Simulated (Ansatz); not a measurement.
**Geometry relaxation, with input and output: CH8OSi (part 2 of 2)**

Continued. System: CH8OSi. Method: RHF/6-31G* (Ansatz 0.2.0). It belongs to a series of runs on one base structure; here: end point A relaxed.

Geometry of the input (Å):
```
Si 0.2963  -0.0368  0.1115
C  0.1570  -0.0277  1.9898
H  -0.4075  -0.8784  2.3641
H  1.1418  -0.0896  2.4428
H  -0.3015  0.8831  2.3608
H  1.6881  -0.4175  -0.2387
H  0.0531  1.2868  -0.4835
H  -0.5695  -1.0581  -0.5104
O  -2.4374  0.5642  0.8237
H  -3.0545  -0.0624  0.4694
H  -2.1305  0.1885  1.6628
```

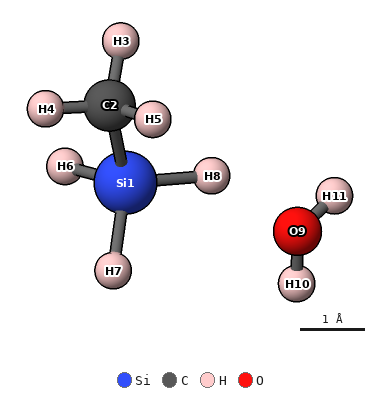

Figure 1. The geometry at step 23 of the log (ball-and-stick view, seen at a tilt; atoms are numbered from 1 in the order of the input).

Trajectory as extended XYZ, continued:
```
11
Properties=species:S:1:pos:R:3:forces:R:3 step=10 energy=-11055.50549 accepted=F
Si    0.5237   -0.1403    0.1175    0.1139  -0.0570  -0.0515
C     0.4768   -0.0421    1.9971   -0.1537   0.1182   0.1702
H     0.5480   -1.0332    2.4464    0.0376   0.1688  -0.0350
H     1.2969    0.5720    2.3761   -0.1631  -0.1823  -0.0473
H    -0.4621    0.4116    2.3218    0.2196  -0.0881  -0.0349
H     1.7570   -0.8201   -0.3385   -0.0224   0.0113  -0.0089
H     0.4911    1.2053   -0.4872   -0.0319   0.0326  -0.0060
H    -0.6282   -0.9090   -0.4085   -0.0234   0.0038   0.0259
O    -3.1878    0.7397    1.1599    0.2292  -1.9458  -1.9144
H    -3.0387    0.4814    0.2038   -0.4002   0.7347   2.4670
H    -3.3413   -0.1133    1.6039    0.1946   1.2039  -0.5651
11
Properties=species:S:1:pos:R:3:forces:R:3 step=11 energy=-11055.60509
Si    0.5312   -0.1357    0.1092    0.0013   0.0027   0.0012
C     0.4469   -0.0475    1.9906    0.0109  -0.0050  -0.0033
H     0.4608   -1.0399    2.4327    0.0011   0.0021  -0.0022
H     1.2892    0.5060    2.3953   -0.0041   0.0070  -0.0034
H    -0.4661    0.4507    2.2982    0.0032  -0.0039   0.0120
H     1.8008   -0.7539   -0.3343   -0.0077   0.0030   0.0027
H     0.4408    1.2117   -0.4906   -0.0025  -0.0077   0.0019
H    -0.5772   -0.9560   -0.4307   -0.0044  -0.0012   0.0026
O    -3.0546    0.7178    1.1305   -0.0090  -0.0277  -0.0120
H    -3.1174    0.4220    0.2317    0.0027   0.0140   0.0252
H    -3.3190   -0.0232    1.6597    0.0084   0.0168  -0.0247
11
Properties=species:S:1:pos:R:3:forces:R:3 step=12 energy=-11055.60516
Si    0.5060   -0.1444    0.1223    0.0013  -0.0056   0.0091
C     0.4708   -0.0510    2.0059    0.0128  -0.0071   0.0036
H     0.5218   -1.0414    2.4521   -0.0006   0.0339  -0.0223
H     1.3105    0.5259    2.3850   -0.0302  -0.0084  -0.0115
H    -0.4464    0.4256    2.3367    0.0222  -0.0112   0.0076
H     1.7775   -0.7361   -0.3529   -0.0235   0.0069   0.0039
H     0.3703    1.1987   -0.4814   -0.0031  -0.0243   0.0130
H    -0.5998   -0.9906   -0.3854    0.0167   0.0117   0.0073
O    -3.0479    0.7223    1.1276   -0.1304  -0.3918  -0.1354
H    -3.0701    0.5012    0.1999   -0.0019   0.0716   0.3453
H    -3.3572   -0.0583    1.5825    0.1367   0.3243  -0.2206
11
Properties=species:S:1:pos:R:3:forces:R:3 step=13 energy=-11055.60859
Si    0.4992   -0.1482    0.1273   -0.0011  -0.0042   0.0032
C     0.4753   -0.0491    2.0099    0.0002  -0.0014  -0.0185
H     0.5380   -1.0371    2.4569    0.0027  -0.0076   0.0037
H     1.3117    0.5356    2.3813   -0.0001   0.0073   0.0002
H    -0.4428    0.4200    2.3465   -0.0006   0.0013   0.0111
H     1.7668   -0.7426   -0.3527   -0.0067   0.0043   0.0001
H     0.3618    1.1929   -0.4782   -0.0040  -0.0060   0.0018
H    -0.6083   -0.9943   -0.3742    0.0043   0.0017   0.0079
O    -3.0462    0.7173    1.1295   -0.0499  -0.1536  -0.0765
H    -3.0884    0.5434    0.1959    0.0023   0.0270   0.1579
H    -3.3317   -0.0859    1.5501    0.0528   0.1312  -0.0908
11
Properties=species:S:1:pos:R:3:forces:R:3 step=14 energy=-11055.61105
Si    0.4737   -0.1528    0.1396    0.0000  -0.0048   0.0061
C     0.4880   -0.0532    2.0220   -0.0046   0.0011  -0.0075
H     0.5872   -1.0390    2.4676    0.0033  -0.0010   0.0003
H     1.3171    0.5540    2.3734   -0.0009   0.0037   0.0052
H    -0.4339    0.3921    2.3805    0.0074   0.0013   0.0032
H     1.7401   -0.7293   -0.3642   -0.0032   0.0002  -0.0030
H     0.3069    1.1849   -0.4655   -0.0078  -0.0023   0.0022
H    -0.6312   -1.0153   -0.3381    0.0034  -0.0040   0.0002
O    -3.0277    0.7197    1.1112   -0.0067  -0.0153  -0.0370
H    -3.0712    0.5905    0.1723   -0.0016   0.0075   0.0578
H    -3.3135   -0.0995    1.4935    0.0108   0.0137  -0.0277
11
Properties=species:S:1:pos:R:3:forces:R:3 step=15 energy=-11055.60314 accepted=F
Si    0.4040   -0.1756    0.1769    0.0512   0.0111  -0.0413
C     0.5307   -0.0688    2.0581   -0.0043  -0.0560   0.1093
H     0.7397   -1.0461    2.5007   -0.0496   0.2126  -0.1115
H     1.3342    0.6073    2.3533   -0.1473  -0.0953  -0.0266
H    -0.4031    0.3045    2.4779    0.1722  -0.0371  -0.0452
H     1.6745   -0.6777   -0.4032   -0.0793   0.0317   0.0310
H     0.1187    1.1498   -0.4232    0.0168  -0.0979   0.0539
H    -0.6732   -1.1084   -0.2365    0.0360   0.0357   0.0308
O    -3.0407    0.7615    1.0626   -0.1277  -0.7915  -0.2914
H    -3.0099    0.7503    0.1055   -0.0317  -0.0036   0.5529
H    -3.2394   -0.1450    1.3200    0.1638   0.7904  -0.2619
11
Properties=species:S:1:pos:R:3:forces:R:3 step=16 energy=-11055.61162
Si    0.4573   -0.1661    0.1478   -0.0831   0.0812  -0.0227
C     0.4882   -0.0513    2.0284    0.0411  -0.0553   0.0322
H     0.5984   -1.0345    2.4769    0.0034   0.0012   0.0293
H     1.3140    0.5639    2.3739    0.0183  -0.0065  -0.0274
H    -0.4315    0.3906    2.3954   -0.0264  -0.0103  -0.0262
H     1.7257   -0.7150   -0.3815    0.0099   0.0332   0.0239
H     0.2299    1.1678   -0.4474    0.0517  -0.0135  -0.0336
H    -0.6309   -1.0527   -0.3215   -0.0110  -0.0357   0.0303
O    -2.9972    0.7198    1.1148   -0.0012   0.0179   0.0016
H    -3.0443    0.6569    0.1707    0.0047   0.0268  -0.0307
H    -3.2742   -0.1274    1.4350   -0.0076  -0.0391   0.0232
11
Properties=species:S:1:pos:R:3:forces:R:3 step=17 energy=-11055.61371
Si    0.4296   -0.1732    0.1588    0.0090   0.0242  -0.0101
C     0.5014   -0.0551    2.0387    0.0127  -0.0088   0.0312
H     0.6433   -1.0339    2.4897   -0.0023   0.0218  -0.0071
H     1.3219    0.5798    2.3622   -0.0037  -0.0142  -0.0254
H    -0.4198    0.3685    2.4244   -0.0083  -0.0120  -0.0060
H     1.7040   -0.6941   -0.3861   -0.0137   0.0157   0.0074
H     0.1751    1.1520   -0.4476    0.0071  -0.0374   0.0016
H    -0.6461   -1.0931   -0.2783   -0.0006   0.0086   0.0147
O    -3.0102    0.7263    1.1155   -0.0901  -0.3711  -0.1803
H    -3.0203    0.7434    0.1630   -0.0030   0.0112   0.2767
H    -3.2434   -0.1687    1.3519    0.0928   0.3621  -0.1027
11
Properties=species:S:1:pos:R:3:forces:R:3 step=18 energy=-11055.61129 accepted=F
Si    0.4206   -0.1803    0.1671   -0.0578   0.0108  -0.0032
C     0.5100   -0.0532    2.0458    0.0201   0.0053   0.0324
H     0.6698   -1.0280    2.5000   -0.0019   0.0280  -0.0147
H     1.3265    0.5938    2.3556   -0.0104  -0.0170  -0.0113
H    -0.4133    0.3599    2.4393    0.0147  -0.0175  -0.0199
H     1.6939   -0.6925   -0.3884   -0.0078   0.0079   0.0080
H     0.1492    1.1377   -0.4471    0.0184  -0.0236   0.0067
H    -0.6551   -1.1087   -0.2524    0.0299  -0.0037   0.0023
O    -2.9590    0.6995    1.1194   -0.2420  -0.3551  -0.6523
H    -3.0581    0.8203    0.1716    0.0913  -0.0408   0.6968
H    -3.2491   -0.1966    1.2814    0.1456   0.4056  -0.0448
11
Properties=species:S:1:pos:R:3:forces:R:3 step=19 energy=-11055.61717
Si    0.4219   -0.1777    0.1638    0.0019   0.0067   0.0040
C     0.5054   -0.0549    2.0428    0.0040  -0.0035   0.0036
H     0.6632   -1.0307    2.4940    0.0005   0.0058  -0.0018
H     1.3209    0.5903    2.3568   -0.0026  -0.0005  -0.0064
H    -0.4192    0.3565    2.4333    0.0012  -0.0018   0.0010
H     1.6964   -0.6897   -0.3872   -0.0024   0.0026   0.0011
H     0.1563    1.1417   -0.4478   -0.0005  -0.0105   0.0000
H    -0.6511   -1.1052   -0.2616   -0.0004  -0.0023   0.0034
O    -2.9980    0.7176    1.1168   -0.0230  -0.0924  -0.0610
H    -3.0232    0.7844    0.1703   -0.0006   0.0135   0.0781
H    -3.2372   -0.1804    1.3110    0.0220   0.0825  -0.0219
11
Properties=species:S:1:pos:R:3:forces:R:3 step=20 energy=-11055.61939
Si    0.4181   -0.1878    0.1677   -0.0042   0.0007   0.0043
C     0.5102   -0.0534    2.0451    0.0025  -0.0026   0.0043
H     0.6838   -1.0244    2.5007    0.0026   0.0049  -0.0015
H     1.3183    0.6049    2.3509   -0.0029   0.0003  -0.0022
H    -0.4185    0.3466    2.4378    0.0027   0.0004   0.0029
H     1.6961   -0.6853   -0.3881    0.0015   0.0010  -0.0006
H     0.1315    1.1241   -0.4500   -0.0009  -0.0033  -0.0028
H    -0.6449   -1.1317   -0.2460   -0.0015  -0.0050   0.0000
O    -2.9935    0.7064    1.1296   -0.0050  -0.0258  -0.0208
H    -3.0304    0.8553    0.1937   -0.0022   0.0012   0.0360
H    -3.2352   -0.2026    1.2508    0.0073   0.0280  -0.0195
11
Properties=species:S:1:pos:R:3:forces:R:3 step=21 energy=-11055.61790 accepted=F
Si    0.4107   -0.2006    0.1733   -0.0240  -0.0086   0.0076
C     0.5153   -0.0487    2.0485    0.0016   0.0010   0.0012
H     0.7076   -1.0131    2.5104    0.0042   0.0048  -0.0010
H     1.3155    0.6248    2.3418   -0.0043   0.0000   0.0024
H    -0.4172    0.3393    2.4443    0.0083  -0.0005   0.0018
H     1.6918   -0.6836   -0.3879    0.0079  -0.0029  -0.0032
H     0.1024    1.1013   -0.4550   -0.0014   0.0052  -0.0035
H    -0.6420   -1.1625   -0.2250    0.0088  -0.0059  -0.0028
O    -2.9677    0.6764    1.1485   -0.1430  -0.1549  -0.5074
H    -3.0398    0.9564    0.2351    0.0361  -0.1923   0.5517
H    -3.2411   -0.2378    1.1584    0.1059   0.3542  -0.0468
11
Properties=species:S:1:pos:R:3:forces:R:3 step=22 energy=-11055.62060
Si    0.4144   -0.1939    0.1705   -0.0103  -0.0055   0.0051
C     0.5129   -0.0511    2.0468   -0.0006   0.0007   0.0012
H     0.6953   -1.0189    2.5054    0.0038   0.0019   0.0000
H     1.3173    0.6144    2.3464   -0.0009   0.0019   0.0005
H    -0.4174    0.3435    2.4413    0.0039   0.0000   0.0026
H     1.6939   -0.6846   -0.3877    0.0050  -0.0019  -0.0020
H     0.1182    1.1131   -0.4528   -0.0033   0.0026  -0.0028
H    -0.6437   -1.1464   -0.2359    0.0028  -0.0052  -0.0011
O    -2.9808    0.6912    1.1386   -0.0269  -0.0334  -0.1121
H    -3.0359    0.9045    0.2142    0.0042  -0.0360   0.1394
H    -3.2387   -0.2198    1.2053    0.0224   0.0748  -0.0308
11
Properties=species:S:1:pos:R:3:forces:R:3 step=23 energy=-11055.62176
Si    0.4106   -0.2011    0.1733    0.0024  -0.0078   0.0042
C     0.5164   -0.0491    2.0486   -0.0035   0.0004  -0.0016
H     0.7094   -1.0133    2.5104    0.0023   0.0036  -0.0009
H     1.3166    0.6245    2.3414   -0.0027   0.0010  -0.0009
H    -0.4154    0.3390    2.4458    0.0032  -0.0007   0.0045
H     1.6920   -0.6845   -0.3875    0.0017  -0.0006  -0.0023
H     0.1032    1.1011   -0.4548   -0.0061   0.0016  -0.0017
H    -0.6412   -1.1635   -0.2260    0.0005  -0.0018   0.0025
O    -2.9870    0.6819    1.1484   -0.0436  -0.0892  -0.1532
H    -3.0377    0.9537    0.2384    0.0048  -0.0632   0.1799
H    -3.2315   -0.2367    1.1543    0.0409   0.1567  -0.0305
11
Properties=species:S:1:pos:R:3:forces:R:3 step=24 energy=-11055.62231
Si    0.4037   -0.2107    0.1778   -0.0272  -0.0042   0.0100
C     0.5195   -0.0454    2.0514    0.0086   0.0022   0.0038
H     0.7280   -1.0043    2.5180    0.0014   0.0069  -0.0019
H     1.3135    0.6400    2.3344   -0.0016  -0.0026  -0.0008
H    -0.4140    0.3339    2.4533    0.0032  -0.0062  -0.0050
H     1.6856   -0.6855   -0.3893    0.0010   0.0021   0.0000
H     0.0784    1.0850   -0.4557    0.0033  -0.0003  -0.0042
H    -0.6427   -1.1844   -0.2085    0.0113  -0.0043  -0.0002
O    -2.9698    0.6584    1.1570   -0.1045  -0.1264  -0.3290
H    -3.0425    1.0214    0.2777    0.0262  -0.1428   0.3272
H    -3.2242   -0.2563    1.0762    0.0783   0.2755   0.0000
11
Properties=species:S:1:pos:R:3:forces:R:3 step=25 energy=-11055.62584
Si    0.3966   -0.2213    0.1819    0.0033   0.0015  -0.0009
C     0.5229   -0.0435    2.0533   -0.0028  -0.0022  -0.0020
H     0.7533   -0.9956    2.5226    0.0004  -0.0038   0.0027
H     1.3052    0.6581    2.3281   -0.0014   0.0060  -0.0035
H    -0.4158    0.3184    2.4590    0.0028  -0.0008   0.0042
H     1.6823   -0.6795   -0.3909   -0.0034   0.0026  -0.0004
H     0.0488    1.0658   -0.4579   -0.0009  -0.0019  -0.0008
H    -0.6365   -1.2128   -0.1935    0.0005  -0.0055   0.0031
O    -2.9794    0.6464    1.1648   -0.0033  -0.0032  -0.0047
H    -3.0263    1.0736    0.3200    0.0024   0.0043   0.0084
H    -3.2156   -0.2576    1.0047    0.0026   0.0030  -0.0063
11
Properties=species:S:1:pos:R:3:forces:R:3 step=26 energy=-11055.62345 accepted=F
Si    0.3804   -0.2408    0.1914   -0.0374   0.0079  -0.0120
C     0.5279   -0.0419    2.0590    0.0216  -0.0055   0.0285
H     0.8069   -0.9805    2.5319   -0.0090   0.0344  -0.0156
H     1.2845    0.6955    2.3152   -0.0292  -0.0192  -0.0020
H    -0.4200    0.2819    2.4771    0.0326  -0.0058  -0.0118
H     1.6711   -0.6625   -0.3994   -0.0128   0.0050   0.0077
H    -0.0198    1.0292   -0.4556    0.0167  -0.0227   0.0083
H    -0.6284   -1.2679   -0.1563    0.0208   0.0034  -0.0041
O    -2.9581    0.6198    1.1672   -0.1512  -0.1551  -0.5105
H    -3.0031    1.1751    0.3896    0.0204  -0.3100   0.3904
H    -3.2059   -0.2557    0.8721    0.1275   0.4676   0.1212
11
Properties=species:S:1:pos:R:3:forces:R:3 step=27 energy=-11055.62684
Si    0.3882   -0.2311    0.1870   -0.0138   0.0026  -0.0038
C     0.5258   -0.0436    2.0565    0.0092  -0.0030   0.0081
H     0.7819   -0.9890    2.5271   -0.0010   0.0101  -0.0042
H     1.2946    0.6769    2.3214   -0.0093  -0.0026   0.0003
H    -0.4175    0.2981    2.4695    0.0102  -0.0013  -0.0033
H     1.6765   -0.6691   -0.3960   -0.0050   0.0021   0.0039
H     0.0127    1.0472   -0.4560    0.0036  -0.0088   0.0024
H    -0.6316   -1.2420   -0.1740    0.0061  -0.0015  -0.0022
O    -2.9731    0.6368    1.1654   -0.0361  -0.0575  -0.1101
H    -3.0143    1.1236    0.3510    0.0058  -0.0596   0.0942
H    -3.2077   -0.2558    0.9403    0.0303   0.1196   0.0148
11
Properties=species:S:1:pos:R:3:forces:R:3 step=28 energy=-11055.62548 accepted=F
Si    0.3795   -0.2422    0.1915    0.0038  -0.0104  -0.0027
C     0.5301   -0.0401    2.0586    0.0043   0.0002   0.0133
H     0.8087   -0.9776    2.5330   -0.0062   0.0213  -0.0109
H     1.2871    0.6972    2.3124   -0.0145  -0.0115  -0.0047
H    -0.4161    0.2859    2.4777    0.0129  -0.0062  -0.0011
H     1.6700   -0.6653   -0.3975   -0.0065   0.0033   0.0002
H    -0.0172    1.0269   -0.4575   -0.0021  -0.0082   0.0049
H    -0.6277   -1.2702   -0.1570    0.0070   0.0088   0.0027
O    -2.9827    0.6137    1.1740   -0.0893  -0.1227  -0.4227
H    -2.9878    1.1799    0.4052   -0.0026  -0.2488   0.3091
H    -3.2086   -0.2563    0.8519    0.0932   0.3743   0.1119
11
Properties=species:S:1:pos:R:3:forces:R:3 step=29 energy=-11055.62769
Si    0.3822   -0.2382    0.1903    0.0031   0.0053  -0.0049
C     0.5287   -0.0435    2.0585    0.0002  -0.0059   0.0056
H     0.8019   -0.9836    2.5299   -0.0007   0.0081  -0.0029
H     1.2881    0.6892    2.3169   -0.0069  -0.0032  -0.0035
H    -0.4168    0.2851    2.4765    0.0058  -0.0005  -0.0003
H     1.6726   -0.6627   -0.3975   -0.0025  -0.0002   0.0012
H    -0.0091    1.0345   -0.4541   -0.0010  -0.0051   0.0008
H    -0.6272   -1.2611   -0.1654    0.0015   0.0006   0.0049
O    -2.9773    0.6311    1.1663   -0.0207  -0.0382  -0.0719
H    -3.0030    1.1516    0.3733    0.0049  -0.0285   0.0546
H    -3.2046   -0.2504    0.8977    0.0162   0.0675   0.0163
11
Properties=species:S:1:pos:R:3:forces:R:3 step=30 energy=-11055.62814
Si    0.3791   -0.2424    0.1923   -0.0235  -0.0169   0.0100
C     0.5307   -0.0420    2.0595    0.0114   0.0096   0.0025
H     0.8165   -0.9776    2.5322   -0.0006   0.0052  -0.0043
H     1.2829    0.7000    2.3124   -0.0018  -0.0021   0.0036
H    -0.4163    0.2774    2.4811    0.0025  -0.0038  -0.0049
H     1.6697   -0.6602   -0.3997   -0.0003   0.0047  -0.0002
H    -0.0262    1.0246   -0.4546    0.0056   0.0008  -0.0007
H    -0.6252   -1.2737   -0.1530    0.0075  -0.0006  -0.0061
O    -2.9722    0.6157    1.1672   -0.0323  -0.0391  -0.1019
H    -2.9850    1.1763    0.4012    0.0046  -0.0431   0.0709
H    -3.2184   -0.2461    0.8537    0.0270   0.0853   0.0309
11
Properties=species:S:1:pos:R:3:forces:R:3 step=31 energy=-11055.62618 accepted=F
Si    0.3740   -0.2527    0.1950    0.0434  -0.0166   0.0013
C     0.5349   -0.0395    2.0600   -0.0063   0.0044  -0.0022
H     0.8380   -0.9681    2.5357   -0.0056   0.0086  -0.0050
H     1.2769    0.7155    2.3045   -0.0069  -0.0057  -0.0053
H    -0.4146    0.2673    2.4856   -0.0002  -0.0042   0.0085
H     1.6674   -0.6562   -0.4007   -0.0065  -0.0005  -0.0023
H    -0.0448    1.0075   -0.4566   -0.0183   0.0019   0.0033
H    -0.6183   -1.2977   -0.1439   -0.0058   0.0115   0.0059
O    -3.0167    0.6060    1.1800   -0.0352  -0.1074  -0.4456
H    -2.9507    1.2115    0.4456   -0.0262  -0.2048   0.2797
H    -3.2105   -0.2417    0.7870    0.0677   0.3129   0.1618
11
Properties=species:S:1:pos:R:3:forces:R:3 step=32 energy=-11055.62867
Si    0.3769   -0.2486    0.1938   -0.0009  -0.0016   0.0011
C     0.5320   -0.0409    2.0598    0.0011   0.0000  -0.0009
H     0.8280   -0.9723    2.5341    0.0003   0.0003  -0.0004
H     1.2772    0.7090    2.3091   -0.0010   0.0015  -0.0004
H    -0.4174    0.2696    2.4825    0.0003  -0.0005   0.0011
H     1.6694   -0.6567   -0.4005    0.0000   0.0010   0.0002
H    -0.0379    1.0144   -0.4552   -0.0008  -0.0004  -0.0002
H    -0.6197   -1.2878   -0.1489    0.0002  -0.0018   0.0003
O    -2.9816    0.6099    1.1701   -0.0001   0.0000   0.0013
H    -2.9743    1.1955    0.4248    0.0007   0.0000   0.0022
H    -3.2171   -0.2400    0.8227    0.0001   0.0018  -0.0043
11
Properties=species:S:1:pos:R:3:forces:R:3 step=33 energy=-11055.62890
Si    0.3741   -0.2542    0.1955   -0.0067   0.0028   0.0001
C     0.5329   -0.0399    2.0604    0.0016  -0.0017   0.0016
H     0.8403   -0.9670    2.5360    0.0005   0.0019  -0.0005
H     1.2708    0.7186    2.3055   -0.0020  -0.0001  -0.0004
H    -0.4186    0.2612    2.4854    0.0024  -0.0007  -0.0005
H     1.6681   -0.6530   -0.4017   -0.0001   0.0008   0.0003
H    -0.0529    1.0042   -0.4552    0.0021  -0.0022  -0.0005
H    -0.6156   -1.3017   -0.1418    0.0025  -0.0025   0.0000
O    -2.9791    0.6008    1.1706   -0.0104  -0.0039  -0.0458
H    -2.9649    1.2165    0.4490   -0.0011  -0.0364   0.0358
H    -3.2196   -0.2335    0.7887    0.0113   0.0421   0.0098
11
Properties=species:S:1:pos:R:3:forces:R:3 step=34 energy=-11055.62877 accepted=F
Si    0.3712   -0.2620    0.1971    0.0240  -0.0043  -0.0062
C     0.5346   -0.0380    2.0604   -0.0069  -0.0015   0.0016
H     0.8567   -0.9589    2.5387   -0.0026   0.0050  -0.0039
H     1.2630    0.7317    2.2999   -0.0061  -0.0023  -0.0034
H    -0.4197    0.2513    2.4874    0.0038  -0.0003   0.0064
H     1.6679   -0.6494   -0.4020   -0.0026   0.0014  -0.0008
H    -0.0687    0.9896   -0.4584   -0.0075  -0.0042   0.0044
H    -0.6071   -1.3220   -0.1340   -0.0049   0.0051   0.0038
O    -2.9968    0.5894    1.1759   -0.0086   0.0051  -0.1344
H    -2.9450    1.2439    0.4887   -0.0143  -0.1139   0.0949
H    -3.2205   -0.2236    0.7386    0.0256   0.1098   0.0376
11
Properties=species:S:1:pos:R:3:forces:R:3 step=35 energy=-11055.62897
Si    0.3751   -0.2556    0.1952   -0.0003  -0.0011   0.0008
C     0.5327   -0.0403    2.0600    0.0011  -0.0001  -0.0001
H     0.8428   -0.9662    2.5360    0.0008   0.0005  -0.0004
H     1.2685    0.7204    2.3048   -0.0006   0.0007   0.0002
H    -0.4195    0.2584    2.4849   -0.0001  -0.0004  -0.0001
H     1.6704   -0.6513   -0.4014    0.0001   0.0007   0.0004
H    -0.0545    1.0012   -0.4566   -0.0014  -0.0010   0.0000
H    -0.6113   -1.3064   -0.1419   -0.0007  -0.0001   0.0001
O    -2.9850    0.6025    1.1727   -0.0036  -0.0052  -0.0234
H    -2.9637    1.2199    0.4534    0.0000  -0.0137   0.0169
H    -3.2200   -0.2305    0.7853    0.0047   0.0198   0.0055
```

Key numbers:

```csv
quantity,value
outcome,converged
total energy,−11055.6290 eV
mean-field energy,−11055.6290 eV
largest force (length of the vector) at the end,0.024 eV/Å
hardware,"1 thread of Intel Xeon (Granite Rapids), 32 GiB of memory available, shared host"
wall time,26 s
peak memory,0.13 GiB
```
